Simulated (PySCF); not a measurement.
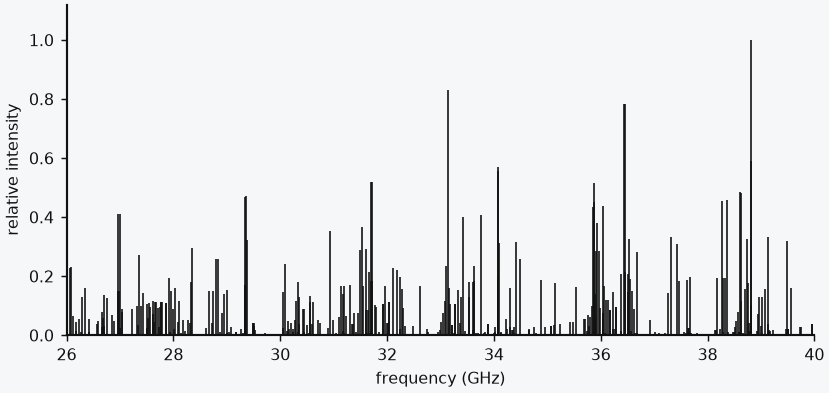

C₃H₃F₂NSi, SMILES C=C(C#N)[SiH](F)F. Simulated rotational absorption lines between 26 and 40 GHz at 10 K: rigid rotor with the equilibrium constants and dipole of one optimised conformer (PBE0-D3(BJ)/def2-SVP, PySCF), commonest isotopes; no centrifugal distortion, hyperfine structure, internal rotation or nuclear-spin weights; lines within 1 MHz of each other are summed.

Question: What are the rotational constants, and what kind of rotor is it?

Answer: Rotational constants A, B, C = 3.529, 1.549, 1.184 GHz; Ray's κ = −0.69, an asymmetric top on the prolate side.

Question: Which dipole components drive the lines?

Answer:
|μa|, |μb|, |μc| = 1.51, 2.66, 0.33 D; b-type lines carry 71 % of the intensity in this range.

Known limits of this run: coarse grid, loose stop and no frequency check, small forces are noise and the end may be a saddle.
